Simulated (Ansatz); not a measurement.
# Ca2C (model cell, started as antifluorite): a soft mode frozen in, part 2 of 3

Wanted: the energy along a soft mode of Ca2C (model cell, started as antifluorite) and the structure at the end.

Ansatz 0.2.0; DFT PBEsol, scalar-relativistic, plane waves, PAW.

So far, highest frequency on the path or at a solved wavevector (cm⁻¹): step 2 (the dispersion) 417. Also lowest frequency on the path (cm⁻¹): step 2 -59.7.

The structure was built from a prototype and need not be the compound's stable phase.

### Step 4. The mode frozen in, largest atomic shift 0.32 Å

The atoms are moved along the unstable eigenvector, the largest shift by 0.32 Å, with the cell fixed.

File input.yaml:

```yaml
crystal:
  lattice:
    - [0.0, -3.1025879259, -3.1025879259]
    - [0.0, 3.1025879259, -3.1025879259]
    - [6.2051758518, 0.0, 0.0]
  atoms:
    - { symbol: C, position: [0.5, 0.5, 0.5] }
    - { symbol: C, position: [0.0, 0.0, 0.0] }
    - { symbol: Ca, position: [0.0, 0.5, 0.8015698519] }
    - { symbol: Ca, position: [0.5, 0.0, 0.1984301481] }
    - { symbol: Ca, position: [0.0, 0.5, 0.3015698519] }
    - { symbol: Ca, position: [0.5, 0.0, 0.6984301481] }
kpoints:
  mp_grid: { grid: [8, 8, 6] }
hamiltonian:
  xc: pbesol
scf:
  occupations: { method: gaussian, width: 0.01 }
output:
  forces: true
  stress: true
  eigenvalues: true
```

On the command line:

```bash
$ ansatz run input.yaml --threads 4 --pin off --max-ram 7168MiB --backend cpu --events-out ev --progress --plain --runs-dir out
```

Numbers of over 12 decimals in the logs are rounded to 6 here.

The program printed:

```text
[...]
Crystal: 6 atoms, lattice volume = 119.463 Å³
Basis set: ecut = 420 eV, 2373 PW (Γ), exchange–correlation on 60×60×90 points (8 copies of the dense FFT grid, shifted against one another)
Bands: 30, of which v1, the nominal top of the filled ones, is band 24 counted from 1 (23 counted from 0)
Symmetry: 16 space group operations
[...]
k-points: 60 of 384
[...]
k-point 0: bands = [... 20 lower, 6.8360, 6.8360, 7.7842, 7.7842, 8.0327, 8.3770, 9.7552, 9.9005, ... 1 higher]
  k-point 1: bands = [... 20 lower, 6.8999, 6.8999, 7.7263, 7.7263, 8.2892, 8.7966, 9.8620, 9.9585, ... 1 higher]
  k-point 2: bands = [... 20 lower, 7.0748, 7.0748, 7.5618, 7.5618, 8.8604, 9.4247, 10.1249, 10.2378, ... 1 higher]
  k-point 59: bands = [... 20 lower, 6.6109, 6.6109, 7.5486, 7.5486, 8.6321, 8.6321, 11.1767, 11.1767, ... 1 higher]
[key lines of the parts left out:]
SCF converged after 7 iterations
Free energy (F): -7666.528941 eV
Fermi energy:    7.908590 eV
P = ⅓ Tr σ = 1.3377 GPa (13.377 kbar)
```

The job ended after 2.7 s (4 threads of Arm Neoverse V2, shared host; peak memory 0.48 GiB).

This step gave:

- pressure: 1.338 GPa
- gap on the k-mesh: 0.2485 eV
- energy from the undistorted cell: -6.169 meV/atom

The energy, extrapolated to zero smearing, is -6.17 meV/atom against the undistorted cell.

The run ends at a pressure of 1.34 GPa, with forces up to 0.045 eV/Å.

### Step 5. Energy along the mode, all amplitudes (two of the runs are shown above)

An imaginary frequency means negative curvature, so the energy should fall and then rise again as anharmonic terms take over.

This step gave:

- depth at the lowest point sampled: 6.169 meV/atom
- largest atomic shift at that point: 0.32 Å

Table of energy from the parent by largest atomic shift:

```csv
largest atomic shift (Å),energy from the parent (meV/atom)
0.000,0
0.040,-0.277
0.080,-1.07
0.140,-2.97
0.220,-5.75
0.320,-6.17
0.450,7.55
```

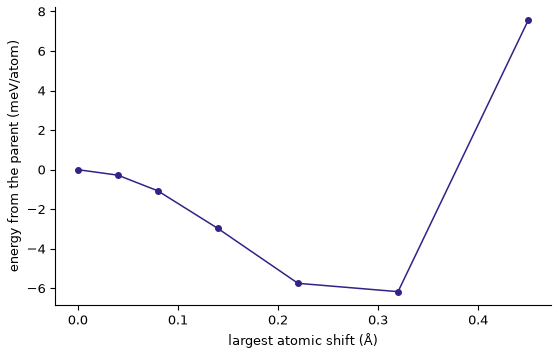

Energy from the parent against largest atomic shift.

Displacement at unit largest shift by atom:

```csv
atom,x (Å),y (Å),z (Å),size
C1,0.00,0.00,0.00,0.00
C2,0.00,0.00,0.00,0.00
Ca3,1.00,0.00,0.00,1.00
Ca4,-1.00,0.00,0.00,1.00
Ca5,1.00,0.00,0.00,1.00
Ca6,-1.00,0.00,0.00,1.00
```

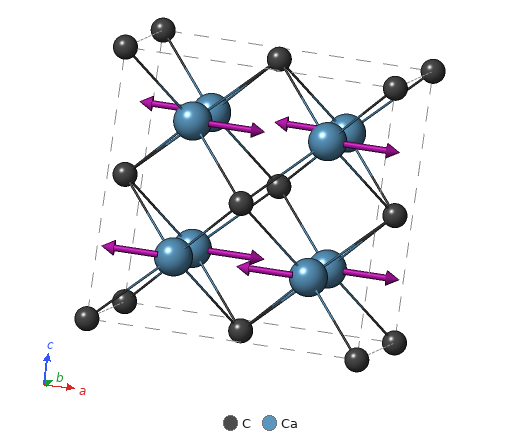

Displacement at unit largest shift as arrows, the longest 1 Å. Some periodic images of atoms are drawn too.

The lowest of the steps tried is at 0.32 Å, 6.17 meV/atom below the parent; the bottom of the well need not coincide with a step.

### Step 6. Relaxation from the frozen mode

Starting from the lowest point found, all atoms and the cell are let go, so that strain and other modes of the same symmetry can join in.

Changes to input.yaml since step 4:

```diff
@@ -22 +22,6 @@
   eigenvalues: true
+relax:
+  adjacent_minimum: "off"
+  f_tol: 0.002
+  max_steps: 120
+  cell: { stress_tol: 0.03 }
```

The program printed:

```text
[...]
Crystal: 6 atoms, lattice volume = 119.463 Å³
Basis set: ecut = 420 eV, 2373 PW (Γ), exchange–correlation on 60×60×90 points (8 copies of the dense FFT grid, shifted against one another)
Bands: 30, of which v1, the nominal top of the filled ones, is band 24 counted from 1 (23 counted from 0)
Symmetry: 16 space group operations
[...]
k-points: 60 of 384
[...]
SCF iter   1: F=—  HF=-7666.532738 eV  |F-HF|=—  |Δ(HF+E_count)|=         —  Δρ=4.21e-3  dr2=2.22e-2  ethr=1.77e-3  ⟨swp⟩=8.3  Hψ=8812  notcnv=0
[...]
SCF iter   7: F=-7666.528941 eV  HF=-7666.528941 eV  |F-HF|=6.70e-9  |Δ(HF+E_count)|=   7.21e-8  Δρ=2.33e-6  dr2=9.68e-9  ethr=2.08e-10  ⟨swp⟩=8.2  Hψ=6831  notcnv=0
SCF 1 converged in 7 iterations: F = -7666.528941 eV  dr2 = 9.68e-9
[...]
relax step   1: F+E_penalty+E_count = -7666.52894099 eV  Δ(F+E_penalty+E_count) = +0.000e0 eV  max|allowed force component| = 4.469e-2 eV/Å  Δτ_max = 0.0000 Å  P = +1.338 GPa  Ω = 119.463 Å³  (7 SCF iters, dr2 threshold 1.00e-7 eV, accepted)
Crystal: 6 atoms, lattice volume = 124.414 Å³
Basis set: ecut = 420 eV, 2421 PW (Γ), exchange–correlation on 60×60×90 points (8 copies of the dense FFT grid, shifted against one another)
[...]
SCF iter   6: F=-7666.531037 eV  HF=-7666.531037 eV  |F-HF|=2.46e-8  |Δ(HF+E_count)|=   2.77e-7  Δρ=9.27e-6  dr2=1.02e-7  ethr=1.25e-9  ⟨swp⟩=5.1  Hψ=7107  notcnv=0
SCF 2 converged in 6 iterations: F = -7666.531037 eV  dr2 = 1.02e-7
relax step   2: F+E_penalty+E_count = -7666.53103716 eV  Δ(F+E_penalty+E_count) = -2.096e-3 eV  max|allowed force component| = 1.336e-1 eV/Å  Δτ_max = 0.0020 Å  P = -0.913 GPa  Ω = 124.414 Å³  energy of the carried Pulay correction = -2.576e-3 eV  (6 SCF iters, dr2 threshold 6.00e-7 eV, accepted)
Crystal: 6 atoms, lattice volume = 122.612 Å³
Basis set: ecut = 420 eV, 2405 PW (Γ), exchange–correlation on 60×60×90 points (8 copies of the dense FFT grid, shifted against one another)
[...]
SCF iter   6: F=-7666.559513 eV  HF=-7666.559513 eV  |F-HF|=6.75e-8  |Δ(HF+E_count)|=   4.36e-7  Δρ=1.10e-5  dr2=1.53e-7  ethr=1.25e-9  ⟨swp⟩=4.3  Hψ=5534  notcnv=0
SCF 3 converged in 6 iterations: F = -7666.559513 eV  dr2 = 1.53e-7
relax step   3: F+E_penalty+E_count = -7666.55951327 eV  Δ(F+E_penalty+E_count) = -2.848e-2 eV  max|allowed force component| = 4.066e-2 eV/Å  Δτ_max = 0.0100 Å  P = -0.049 GPa  Ω = 122.612 Å³  energy of the carried Pulay correction = -1.651e-3 eV  (6 SCF iters, dr2 threshold 6.00e-7 eV, accepted)
[...]
relax step   4: F+E_penalty+E_count = -7666.56250819 eV  Δ(F+E_penalty+E_count) = -2.995e-3 eV  max|allowed force component| = 1.972e-2 eV/Å  Δτ_max = 0.0249 Å  P = +0.096 GPa  Ω = 122.828 Å³  energy of the carried Pulay correction = -1.762e-3 eV  (6 SCF iters, dr2 threshold 1.03e-7 eV, accepted)
[...]
relax step   5: F+E_penalty+E_count = -7666.56334624 eV  Δ(F+E_penalty+E_count) = -8.381e-4 eV  max|allowed force component| = 6.630e-4 eV/Å  Δτ_max = 0.0224 Å  P = +0.034 GPa  Ω = 123.470 Å³  energy of the carried Pulay correction = -2.093e-3 eV  (6 SCF iters, dr2 threshold 3.44e-8 eV, accepted)
[...]
relax step   6: F+E_penalty+E_count = -7666.56331396 eV  Δ(F+E_penalty+E_count) = +3.229e-5 eV  max|allowed force component| = 5.732e-5 eV/Å  Δτ_max = 0.0019 Å  P = +0.003 GPa  Ω = 123.588 Å³  energy of the carried Pulay correction = -2.154e-3 eV  (5 SCF iters, dr2 threshold 1.58e-8 eV, accepted)
[...]
relax step   7: F+E_penalty+E_count = -7666.56615313 eV  Δ(F+E_penalty+E_count) = -2.839e-3 eV  max|allowed force component| = 2.266e-5 eV/Å  Δτ_max = 0.0000 Å  P = +0.034 GPa  Ω = 123.588 Å³  stress off target by 6.56e-2 GPa  SCF on the basis re-selected at this cell (its energy is not comparable with the rows above)  (6 SCF iters)
[...]
relax step   8: F+E_penalty+E_count = -7666.56611146 eV  Δ(F+E_penalty+E_count) = +4.167e-5 eV  max|allowed force component| = 1.056e-5 eV/Å  Δτ_max = 0.0023 Å  P = +0.000 GPa  Ω = 123.723 Å³  energy of the carried Pulay correction = -6.681e-5 eV  (5 SCF iters, dr2 threshold 1.08e-8 eV, accepted)
[...]
SCF iter   5: F=-7666.566189 eV  HF=-7666.566189 eV  |F-HF|=9.09e-13  |Δ(HF+E_count)|=  2.73e-12  Δρ=6.79e-8  dr2=4.72e-12  ethr=1.00e-12  ⟨swp⟩=5.0  Hψ=7494  notcnv=0
SCF 9 converged in 5 iterations: F = -7666.566189 eV  dr2 = 4.72e-12
relax step   9: F+E_penalty+E_count = -7666.56618863 eV  Δ(F+E_penalty+E_count) = -7.717e-5 eV  max|allowed force component| = 1.313e-5 eV/Å  Δτ_max = 0.0000 Å  P = +0.000 GPa  Ω = 123.723 Å³  stress off target by 2.99e-3 GPa  SCF on the basis re-selected at this cell (its energy is not comparable with the rows above)  (5 SCF iters)
[...]
SCF converged after 5 iterations
Free energy (F): -7666.566189 eV
[...]
Internal energy: -7666.566189 eV  (E = F + TS)
E sigma→0 (E₀):  -7666.566189 eV
Fermi energy:    7.552157 eV
[...]
--- Forces (eV/Å), atoms counted from 1 ---
  atom   1  C      0.00000000     0.00000000    -0.00000000
  atom   2  C     -0.00000000     0.00000000    -0.00000000
  atom   3  Ca    -0.00001313    -0.00000000    -0.00000000
  atom   4  Ca     0.00001313     0.00000000    -0.00000000
  atom   5  Ca    -0.00001313    -0.00000000     0.00000000
  atom   6  Ca     0.00001313     0.00000000     0.00000000
  max |Σ_I F_I| component: 8.33e-17 eV/Å
--- Stress (GPa, compression-positive) ---
        0.002985       0.000000       0.000000
        0.000000      -0.000827       0.000000
        0.000000       0.000000      -0.000827
  P = ⅓ Tr σ = 0.0004 GPa (0.004 kbar)
--- Band table (eV; the first three rows and the last of 60) ---
  k-point 0: bands = [... 20 lower, 6.6452, 6.6452, 7.4651, 7.4651, 7.6388, 7.8047, 9.3064, 9.7049, ... 2 higher]
  k-point 1: bands = [... 20 lower, 6.6996, 6.6996, 7.4143, 7.4143, 7.8588, 8.2137, 9.3944, 9.7582, ... 2 higher]
  k-point 2: bands = [... 20 lower, 6.8482, 6.8482, 7.2719, 7.2719, 8.3626, 8.8423, 9.6835, 9.9114, ... 2 higher]
  k-point 59: bands = [... 20 lower, 6.2464, 6.2464, 7.1918, 7.1918, 8.3431, 8.3431, 10.8380, 10.8380, ... 2 higher]
--- Relaxed structure (7 steps of the walk, 7 accepted, 2 SCFs on fresh bases) ---
  F+E_penalty+E_count = -7666.56618863 eV   max|allowed force component| = 1.313e-5 eV/Å   (the final SCF, on the basis selected at the relaxed cell)
  cell:  # Å, volume = 123.7228 Å³
    - [0, -3.101630, -3.101630]
    - [0, 3.101630, -3.101630]
    - [6.430425, 0, 0.0]
  atoms:
    - { symbol: C, position: [0.500000, 0.500000, 0.5] }
    - { symbol: C, position: [0, 0, 0] }
    - { symbol: Ca, position: [0.0, 0.500000, 0.811174] }
    - { symbol: Ca, position: [0.500000, 0.0, 0.188826] }
    - { symbol: Ca, position: [0.0, 0.500000, 0.311174] }
    - { symbol: Ca, position: [0.500000, 0.0, 0.688826] }
```

Run time: 25 s. Hardware: 4 threads; peak memory 0.52 GiB.

The steps of the relaxation:

```csv
step,energy less that of the first step (eV),largest force component (eV/Å),pressure (GPa),volume (Å³)
1,0.0000,0.0447,1.34,119.46
2,-0.0021,0.1336,-0.91,124.41
3,-0.0306,0.0407,-0.05,122.61
4,-0.0336,0.0197,0.10,122.83
5,-0.0344,0.0007,0.03,123.47
6,-0.0344,0.0001,0.00,123.59
7*,-0.0372,0.0000,0.03,123.59
8,-0.0372,0.0000,0.00,123.72
9*,-0.0372,0.0000,0.00,123.72
```

Relaxation steps marked * repeat the geometry before them on a plane-wave basis chosen anew for their cell, so energy and pressure can jump there.

The run keeps the 16 symmetry operations that it works with, so distortions that break them were not tested.

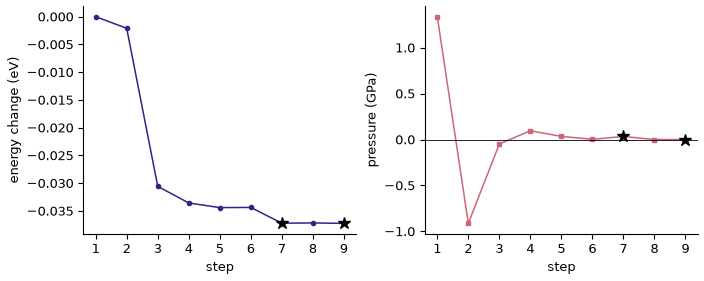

Energy and pressure along the relaxation. Stars mark steps on a basis chosen anew.

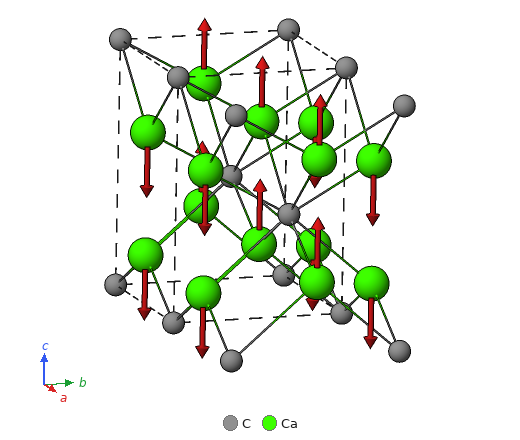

Displacements in the relaxation, exaggerated, measured against the changing cell; the longest in the cell stands for 0.06 Å. 2×1×1 cells are drawn. Some periodic images of atoms are drawn too.

```csv
"conventional cell, symmetrised",before,after,change
a (Å),4.388,4.386,-0.0 %
b (Å),4.388,4.386,-0.0 %
c (Å),6.205,6.430,+3.6 %
volume (Å³/atom),19.91,20.62,+3.6 %
```

The atoms that moved most (Å, as changes of fractional coordinates times the final cell):

```csv
atom,dx,dy,dz,length
Ca3,0.062,0.000,0.000,0.062
Ca6,-0.062,0.000,0.000,0.062
Ca5,0.062,0.000,0.000,0.062
Ca4,-0.062,0.000,0.000,0.062
```

Final coordinates:

```xyz
6
Lattice="0.0000 -3.1016 -3.1016 0.0000 3.1016 -3.1016 6.4304 0.0000 0.0000" Properties=species:S:1:pos:R:3 pbc="T T T"
C     3.2152    0.0000   -3.1016
C     0.0000    0.0000    0.0000
Ca    5.2162    1.5508   -1.5508
Ca    1.2142   -1.5508   -1.5508
Ca    2.0010    1.5508   -1.5508
Ca    4.4294   -1.5508   -1.5508
```

Numbers from this step:

| Item | Value |
| --- | --- |
| pressure | 4.44e-4 GPa |
| gap on the k-mesh | 0.1737 eV |
| volume per atom | 20.62 Å³ |

The distorted start has space group P4_2/nmc; the relaxation ends in P4_2/nmc.

### Step 7. The new phase in its own primitive cell

The relaxed structure is symmetrised, reduced to its primitive cell and relaxed tightly, as its phonons need.

input.yaml, the sections that differ from step 6:

```yaml
crystal:
  lattice:
    - [4.3863668246, 0.0, 0.0]
    - [0.0, 4.3863668246, 0.0]
    - [0.0, 0.0, 6.4304253635]
  atoms:
    - { symbol: C, position: [0.5, 0.5, 0.5] }
    - { symbol: C, position: [0.0, 0.0, 0.0] }
    - { symbol: Ca, position: [0.0, 0.5, 0.8111743923] }
    - { symbol: Ca, position: [0.5, 0.0, 0.1888256077] }
    - { symbol: Ca, position: [0.0, 0.5, 0.3111743923] }
    - { symbol: Ca, position: [0.5, 0.0, 0.6888256077] }
relax:
  adjacent_minimum: "off"
  f_tol: 0.001
  max_steps: 60
  cell: { stress_tol: 0.01 }
# kpoints, hamiltonian, scf, output: as in step 6
```

The program printed:

```text
[...]
Crystal: 6 atoms, lattice volume = 123.723 Å³
Basis set: ecut = 420 eV, 2413 PW (Γ), exchange–correlation on 60×60×90 points (8 copies of the dense FFT grid, shifted against one another)
Bands: 30, of which v1, the nominal top of the filled ones, is band 24 counted from 1 (23 counted from 0)
Symmetry: 16 space group operations
[...]
k-points: 60 of 384
[...]
cell:  # Å, volume = 123.7228 Å³
    - [4.3863668246, 0.0, 0.0]
    - [0.0, 4.3863668246, 0.0]
    - [0.0, 0.0, 6.4304253635]
  atoms:
    - { symbol: C, position: [0.5, 0.5, 0.5] }
    - { symbol: C, position: [0.0, 0.0, 0.0] }
    - { symbol: Ca, position: [0.0, 0.5, 0.8111743923] }
    - { symbol: Ca, position: [0.5, 0.0, 0.1888256077] }
    - { symbol: Ca, position: [0.0, 0.5, 0.3111743923] }
    - { symbol: Ca, position: [0.5, 0.0, 0.6888256077] }
[key lines of the parts left out:]
SCF converged after 6 iterations
Free energy (F): -7666.566189 eV
Fermi energy:    7.552157 eV
P = ⅓ Tr σ = 0.0004 GPa (0.004 kbar)
```

Wall time 6.2 s (4 threads); peak memory 0.51 GiB; 24 s of CPU time.

Little changed from the start: no atom moved by 0.005 Å and no cell edge by 0.1 %.

This step gave:

- pressure: 4.46e-4 GPa
- direct gap on mesh: 0.1737 eV

The largest force component left is 0.014 meV/Å and the pressure is 0.000 GPa, within the tolerances set. The cell now holds 20.62 Å³/atom.

(Continued in part 3 of 3.)

[Logs are printed without paths, hosts, clocks, repeated set-up lines and the standing remarks that a program may print on its own settings, such as how far it seeks lower states.]

[Hosts, paths, dates, database ids (printed as entryN), source tags and the programs' standing remarks are cut or masked in the printed files.]
